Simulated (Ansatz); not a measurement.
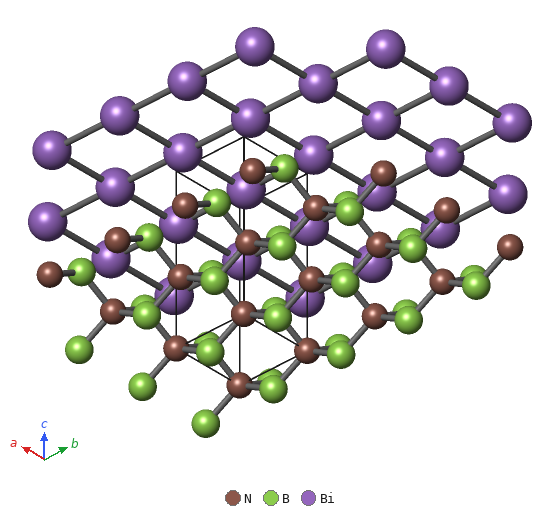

System BiB2N (space group P-4m2, No. 115); source of the atomic positions: coordinates from a relaxation with DFT, PBE, plane waves, PAW (Ansatz); the starting structure was generated, so it need not be a known form of this composition.

Bonds are taken as B–N below 1.8 Å and Bi–Bi below 3.2 Å. Atoms with one bond or none are removed and atoms with two bonds are replaced by edges, until no such atom is left.

Q: What kind of net remains, and which atoms are its nodes?

A: A uninodal 4-connected, two-periodic (layers) net: N and Bi are 4-connected nodes. B becomes part of the edges.

Q: Name the underlying net.

A: It is the sql net, known from the square lattice.

Q: How do the layers lie?

A: The layers lie parallel to (001).

Q: Give the point symbol of each node (shortest cycle at each angle).

A: N and Bi: 4⁴·6².

The simplified net, drawn on the atoms' positions. Nodes are coloured by element. One layer is drawn. Edges to nodes outside the piece are drawn as stubs.

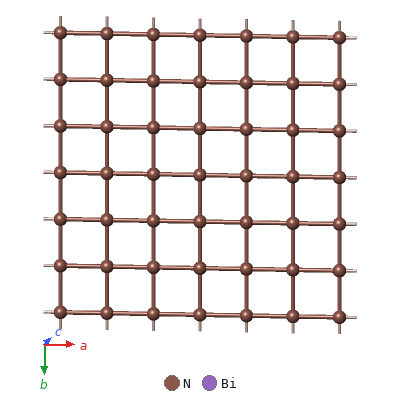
